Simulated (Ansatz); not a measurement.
# P (puckered monolayer): a many-body input that goes wrong, and its mend

Aim: the G0W0 gap of P (puckered monolayer). The first input has a fault.

Calculated with Ansatz 0.2.0; G0W0 on PBEsol, plane waves, PAW.

## Step 1: Starting point

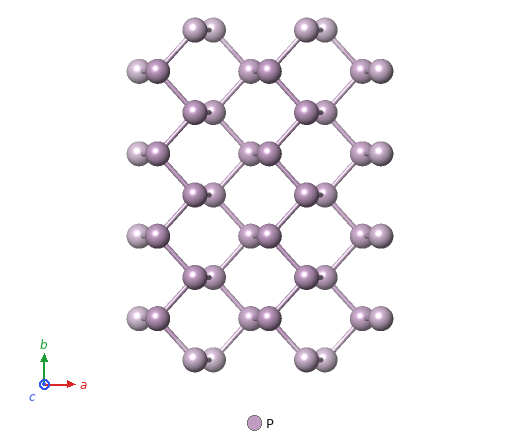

The cell as given, from above (phosphorus pink). 2×3×1 cells are drawn. Some periodic images of atoms are drawn too.

The cell holds 4 atoms: 4 P. Cell: a = 4.444 Å, b = 3.283 Å, c = 27.400 Å, α = 90.0°, β = 90.0°, γ = 90.0°. Vacuum lies along c.

The structure was relaxed with PBEsol. The runs that relaxed it are not among those shown. The default PAW set here is soft_2. Its files were made with PBE. The Coulomb interaction is cut off across the vacuum.

## Step 2: First try

The input, input.yaml:

```yaml
crystal:
  lattice:
    - [4.44437393, 0.0, 0.0]
    - [0.0, 3.2826980345, 0.0]
    - [0.0, 0.0, 27.4]
  atoms:
    - { symbol: P, position: [0.0828742293, 0.0, 0.538556083] }
    - { symbol: P, position: [0.4171257707, 0.5, 0.538556083] }
    - { symbol: P, position: [0.5828742293, 0.5, 0.461443917] }
    - { symbol: P, position: [0.9171257707, 0.0, 0.461443917] }
  periodic: [true, true, false]
kpoints:
  mp_grid: { grid: [4, 6, 1] }
hamiltonian:
  xc: pbesol
scf:
  occupations: { method: fixed }
magnetization:
  noncollinear: true
  spin_orbit: true
gw:
  n_empty_bands: 421
  ecut_chi: 60
  qp_bands: [v2, c2]
  qp_kpoints: band_edges
  screening: { model: contour_deformation }
```

On the command line:

```sh
ansatz run input.yaml --threads 2 --pin off --max-ram 92160MiB --backend cuda --events-out ev --progress --plain --runs-dir out --devices 1 --max-vram 13GiB  # rebuilt from the run's record
```

Numbers of over 12 decimals in the logs are rounded to 6 here.

The program printed:

```text
Error: gw: with magnetization.noncollinear: true — the χ₀/Σ pipeline is wired for the unpolarised channel only — spinor oscillator elements and the per-channel sum are not implemented; use an unpolarised deck
```

Wall time 0.05 s (2 threads of AMD EPYC 7R13 (Zen 3), shared host); peak memory 0.047 GiB.

Q: What is the fault?

The input was rejected at the start.

The program's message: “Error: gw: with magnetization.noncollinear: true — the χ₀/Σ pipeline is wired for the unpolarised channel only — spinor oscillator elements and the per-channel sum are not implemented; use an unpolari …”

The fault: spin-orbit coupling. The physics allows it, but this program's G0W0 has no spinor form; spin-orbit coupling is taken from a separate density-functional step.

## Step 3: A better input

Now the one-shot GW correction: screening in the RPA, then the self-energy of the levels asked for.

input.yaml, the sections that differ from step 2:

```yaml
kpoints:
  mp_grid: { grid: [4, 4, 1] }
gw:
  n_empty_bands: 486
  ecut_chi: 66.0
  qp_bands: [v2, c2]
  qp_kpoints: band_edges
  screening: { model: contour_deformation }
# crystal, hamiltonian, scf: as in step 2
# magnetization: removed
```

The program printed:

```text
GPUs: using 1 of 1 available (devices: 1).
[...]
device memory: the entry about to start is reckoned to put 1.2 GiB on a device that reports 59.9 GiB free (of which the cap on the GPU budget leaves the run 13.0 GiB)
GPU FFT provider: cuFFT
GPU libraries: cuBLAS 13.8.2, cuFFT 12.4.0, cuSOLVER 12.3.4
Crystal: 4 atoms, lattice volume = 399.753 Å³
Basis set: ecut = 420 eV, 7855 PW (Γ)
Bands: 14, of which v1, the nominal top of the filled ones, is band 10 counted from 1 (9 counted from 0)
Symmetry: 8 space group operations
[...]
k-points: 9 of 16
[...]
GPU buffer pool allocated for 138240 grid points (all kernels)
GPU transforms: local potential and band sums: pruned to the plane-wave sphere, on 30×24×192
[...]
SCF iter   1: F=—  HF=-2959.840883 eV  |F-HF|=—  |Δ(HF+E_count)|=         —  Δρ=1.35e-3  dr2=9.74e-3  ethr=1.77e-3  ⟨swp⟩=7.4  Hψ=947  notcnv=0  defer=17
[...]
0     9     -6.6883   -17.1955     1.9264   -15.0570  0.6532    -6.9071    -6.9004  root
     0    10     -4.9398   -15.1108     1.1955   -13.6794  0.6573    -5.1842    -5.1756  root
     0    11     -4.2341    -7.6667    -3.3530   -11.3717  0.6703    -3.8591    -3.8821  root
     0    12     -3.4579    -7.7809    -4.2601   -12.5180  0.6631    -2.9255    -2.9809  root
     1     9     -6.6477   -15.2683     2.0270   -12.9146  0.6407    -6.9933    -6.9745  root
     1    10     -5.3933   -15.6413     1.4333   -13.9673  0.6521    -5.6428    -5.6339  root
     1    11     -3.7816    -8.1157    -3.8314   -12.3847  0.6660    -3.3017    -3.3440  root
     1    12     -3.5203    -7.6047    -3.6656   -11.6537  0.6657    -3.1080    -3.1370  root
[...]
8     9     -6.2275   -15.4766     1.9296   -13.2332  0.6425    -6.5588    -6.5413  root
     8    10     -6.2275   -15.4766     1.9296   -13.2332  0.6425    -6.5588    -6.5413  root
     8    11     -2.5890    -7.3930    -4.0752   -11.8954  0.6585    -2.1228    -2.1617  root
     8    12     -2.5890    -7.3930    -4.0752   -11.8954  0.6585    -2.1228    -2.1617  root
[key lines of the parts left out:]
SCF converged after 6 iterations
Free energy (F): -2959.840073 eV
Fermi energy:    -4.939781 eV
```

It took 12 s on 1 × NVIDIA H100 80GB HBM3 (shared by 6 runs) with 2 threads; peak memory 2 GiB.

In the SCF lines HF is the Harris–Foulkes energy and dr2 the Hartree energy of the density residual, in eV; the loop may stop once dr2 is under the threshold and the program's other checks hold. Hψ counts applications of the Hamiltonian.

This step gave:

* bands summed: 496
* plane waves in the screening matrix: 485
* q-points in the mesh: 16
* G0W0 gap on the mesh: 1.294 eV
* k of the valence top: 0, 0, 0
* k of the conduction bottom: 0, 0, 0
* starting gap on the mesh: 0.7056 eV
* Z at the valence top: 0.6573
* Z at the conduction bottom: 0.6703
* least direct G0W0 gap on the computed points: 1.294 eV

The gap on the mesh goes from 0.71 eV to 1.29 eV, a correction of +0.59 eV. Between the two edge states, bare exchange in place of the xc potential would open the gap by 5.14 eV, and correlation takes back 4.55 eV.

## Step 4: Outcome

```json
{
 "first try": "refused after 0.05 s",
 "better run": "G0W0 gap on the mesh 1.29 eV (4×4×1 mesh, 486 empty bands, screening to 66 eV)"
}
```

In words: The second run differs in: start, mesh, empty bands and screening cutoff (eV). Bands and cutoff are finite, so the gap is not at the basis limit. The miss can reach some tenths of an eV and take either sign; the mesh is an error of its own. The mesh in the plane is coarse for a sheet; gap and any exciton binding can still move on denser ones.

[Paths, hosts, dates, memory and timing lines, banners, echoed tables and standing remarks are left out of the program output.]

[Logs are printed without paths, hosts, clocks, repeated set-up lines and the standing remarks that a program may print on its own settings, such as how far it seeks lower states.]

[Runs of the session that timed out or met a known fault of the program may be left out.]

[Cells called generated may have been cut or substituted from an entry of the Crystallography Open Database or the Materials Project.]

[Hosts, paths, dates, database ids (printed as entryN), source tags and the programs' standing remarks are cut or masked in the printed files.]
